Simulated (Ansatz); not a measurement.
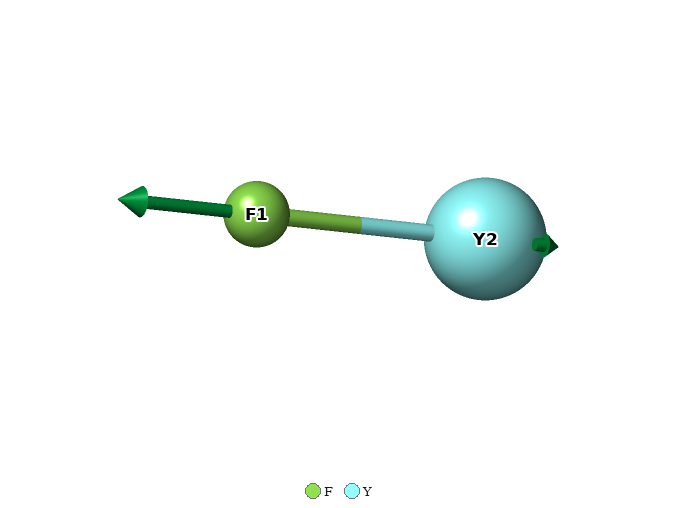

The arrows show one normal mode. Charge 0, singlet. Harmonic vibrations computed with RKS PBE0-D4/def2-TZVP, core potentials on Y (Ansatz 0.2.0) at a stationary point of the same level.

### What kind of motion is it?

Mostly Y–F stretching.

### Estimate its harmonic wavenumber.

641 cm⁻¹; it is mode 1 of 1 counted from the lowest.
